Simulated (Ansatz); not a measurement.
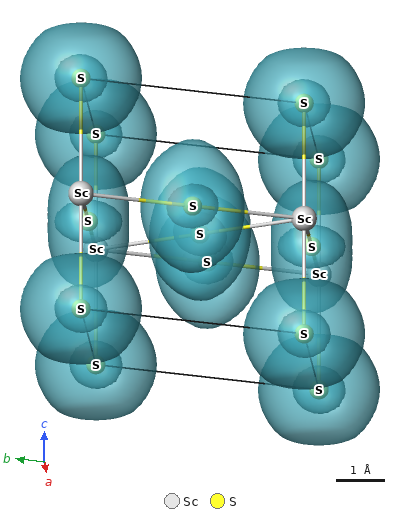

Figure. ScS4. Isosurface of the ELF at 0.7 (cyan), seen at an oblique angle. Only the valence region is drawn (cores and ρ < 0.01 e/Å³ removed). Sticks mark near contacts.

Space group P6/mmm; a structure generated by program, which may or may not match a known phase; computed without spin polarisation.

Method: Ansatz 0.2.0, DFT PBE, scalar-relativistic, plane waves, PAW.

Core electrons are frozen (PAW), and the valence fields are smoothed inside the atomic spheres.

### Identify the bonds, lone pairs and shells in this picture.

The surface consists of four regions wrapped around S (the valence shell of each), counted in one cell of 5 atoms. Regions shared between cells count once.

Values along the shortest contacts:
Sc–S (2.49 Å): the ELF peaks at about 0.90 in the valence shell of S, 0.9 Å from its nucleus, and is about 0.45 at the midpoint. Sc–S (2.63 Å): the ELF peaks at about 0.85 in the valence shell of S, 0.9 Å from its nucleus, and is about 0.35 at the midpoint.
